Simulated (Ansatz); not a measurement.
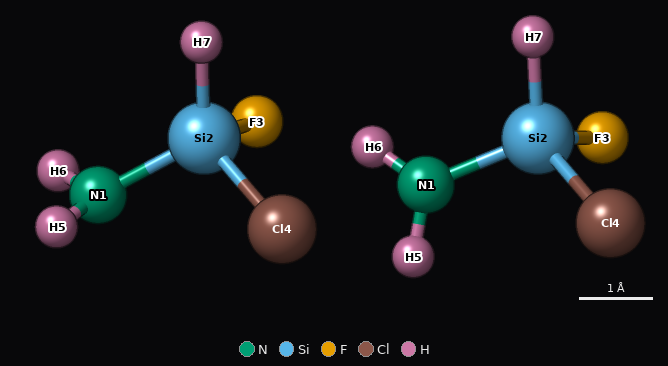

Two geometries of SiNH₃ClF, drawn at one scale. One is the start of a relaxation, the other its converged end. The picture is a ball-and-stick view, seen from a free direction.

These are results of RKS PBE0-D4/def2-TZVP (Ansatz 0.2.0), not measurements. (force threshold 0.005 eV/Å; at most 150 steps)

Q: Which of the two is the end point?

A: The right one is the relaxed one. The start comes from GFN2-xTB. The largest move after the best rigid fit is that of H5, 0.75 Å. By element the largest moves are H 0.75 Å, F 0.27 Å, N 0.22 Å, Cl 0.19 Å, Si 0.06 Å. Some distances before and after: Si2–Cl4 1.997 → 2.039 Å, N1–Si2 1.708 → 1.685 Å, Si2–H7 1.450 → 1.471 Å, Si2–F3 1.607 → 1.593 Å. Among the angles between lasting bonds that change: N1–Si2–F3 103.9° → 114.5°, N1–Si2–H7 119.6° → 110.7°, F3–Si2–Cl4 110.0° → 105.8°. The energy falls by 9.31 kJ/mol in 14 accepted moves (15 points after the start). The largest force component goes from 1.2 to 0.00059 eV/Å. The line search rejected the trial step at point 8 of the run. The run took of the order of 90 core-seconds on a shared host.
